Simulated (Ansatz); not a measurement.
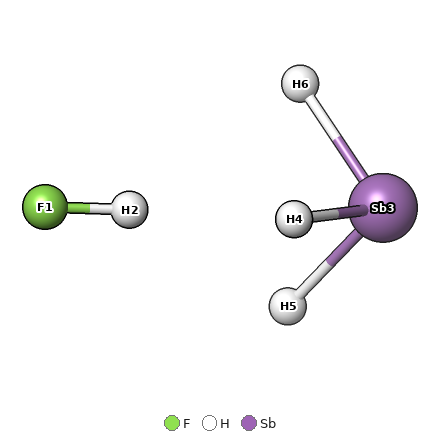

The system is the pair FH···H₃Sb; the picture shows the reference structure. The turn is about an axis along (0.31, −0.95, −0.08) in the frame of the relaxed pair, normal to the line between the partners. First axis: distance Sb3···H2. Second axis: turn of F1, H2 about its own atom H2. The scan uses a 15 × 15 grid. Points are written as (first, second). Energies: eV, counted from the lowest grid point. Level of theory: Ansatz, RKS B3LYP-D4/def2-TZVPD.

Its coordinates:

```json
{"atom": "F", "x (Å)": "-0.2724", "y (Å)": "0.0852", "z (Å)": "-2.3450"}
{"atom": "H", "x (Å)": "-0.2521", "y (Å)": "0.3047", "z (Å)": "-1.4392"}
{"atom": "Sb", "x (Å)": "0.1083", "y (Å)": "0.1729", "z (Å)": "1.6214"}
{"atom": "H", "x (Å)": "-0.3324", "y (Å)": "1.0427", "z (Å)": "0.1998"}
{"atom": "H", "x (Å)": "-0.7803", "y (Å)": "-1.1949", "z (Å)": "1.0995"}
{"atom": "H", "x (Å)": "1.5289", "y (Å)": "-0.4107", "z (Å)": "0.8636"}
```

Range: distance Sb3···H2 from 2.591 to 4.591 Å; turn of F1, H2 about its own atom H2 from −180 to 156°.

> What will the energy surface look like?

The lowest grid point is at (3.064 Å, 12°). No other kind of well shows on this grid. The highest grid point, (2.591 Å, −180°), lies 10.17 eV above the lowest. Round the minimum the two coordinates are nearly uncoupled. At the highest point the unbonded atoms F1···H4 come to 1.14 Å, against 2.69 Å at the lowest; the sum of their van der Waals radii is about 2.7 Å.

```csv
"second ↓, first →",2.591,2.641,2.722,2.822,2.937,3.064,3.202,3.349,3.505,3.669,3.840,4.018,4.203,4.394,4.591
156,7.80,7.07,6.03,4.94,3.88,2.94,2.13,1.49,1.01,0.67,0.44,0.29,0.20,0.15,0.13
132,4.27,3.86,3.26,2.63,2.03,1.50,1.08,0.75,0.51,0.35,0.24,0.18,0.14,0.12,0.11
108,1.98,1.76,1.45,1.13,0.85,0.62,0.44,0.31,0.22,0.16,0.13,0.11,0.10,0.10,0.10
84,0.86,0.75,0.60,0.46,0.34,0.24,0.18,0.13,0.10,0.09,0.09,0.09,0.09,0.09,0.10
60,0.40,0.34,0.26,0.19,0.13,0.09,0.07,0.06,0.06,0.06,0.07,0.07,0.08,0.08,0.09
36,0.20,0.16,0.11,0.07,0.04,0.03,0.02,0.03,0.03,0.04,0.05,0.06,0.07,0.08,0.08
12,0.13,0.09,0.06,0.03,0.01,0.00,0.00,0.01,0.02,0.03,0.05,0.06,0.07,0.08,0.08
−12,0.13,0.10,0.06,0.03,0.01,0.00,0.00,0.01,0.02,0.03,0.05,0.06,0.07,0.08,0.08
−36,0.20,0.16,0.11,0.07,0.04,0.03,0.02,0.03,0.03,0.04,0.05,0.06,0.07,0.08,0.08
−60,0.40,0.34,0.26,0.19,0.13,0.09,0.07,0.06,0.06,0.06,0.07,0.07,0.08,0.08,0.09
−84,0.86,0.76,0.61,0.46,0.34,0.24,0.18,0.13,0.11,0.09,0.09,0.09,0.09,0.09,0.10
−108,1.99,1.77,1.46,1.14,0.86,0.62,0.44,0.31,0.22,0.16,0.13,0.11,0.10,0.10,0.10
−132,4.29,3.88,3.28,2.64,2.04,1.51,1.08,0.75,0.51,0.35,0.24,0.18,0.14,0.12,0.11
−156,7.82,7.09,6.05,4.95,3.89,2.94,2.14,1.50,1.01,0.67,0.44,0.29,0.20,0.15,0.13
−180,10.17,9.18,7.79,6.36,5.02,3.81,2.78,1.95,1.32,0.86,0.56,0.36,0.24,0.17,0.14
```

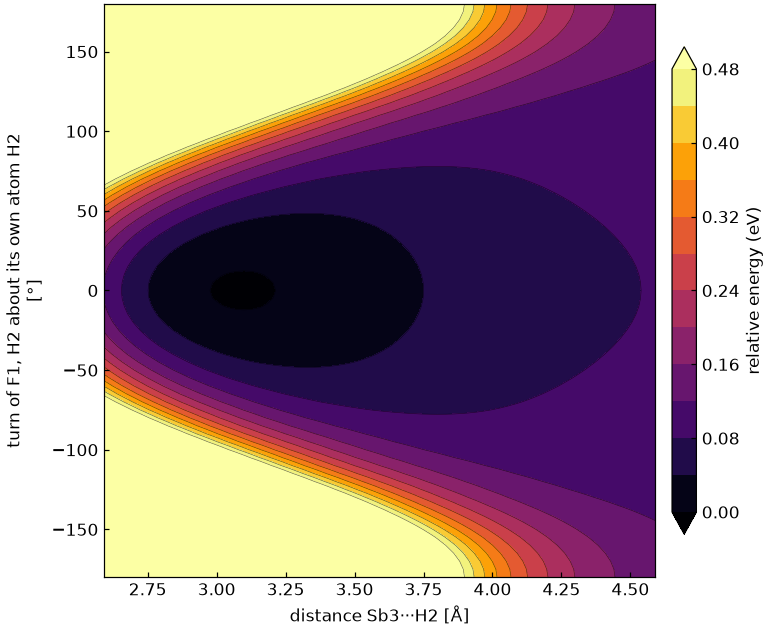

The picture shows filled contours, one colour for all values above the top of the scale. Between grid points the surface is interpolated.

Each point was launched as `ansatz run input.yaml --threads 1 --pin off --max-ram 2560MiB --backend cpu --events-out ev --progress --plain --runs-dir out`. The whole map (225 points run) took 11 min on 1 thread of Intel(R) Xeon(R) 6975P-C (Granite Rapids) (shared host).
